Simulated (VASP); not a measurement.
Energy against volume of KI (rock salt). Computed with optB88-vdW, VASP's PBE PAW potentials (set 64) (plane waves; VASP 6.6.1).

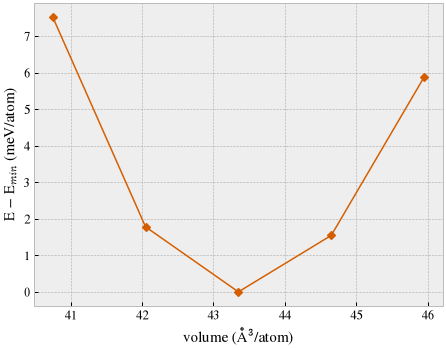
Figure: Energy against volume

**Question.** Estimate the equilibrium volume and the bulk modulus.

**Answer.** The minimum lies near 43.4 Å³/atom, and the curvature gives B0 of about 14 GPa.

The compound is KI in the rock salt structure. It was relaxed first.
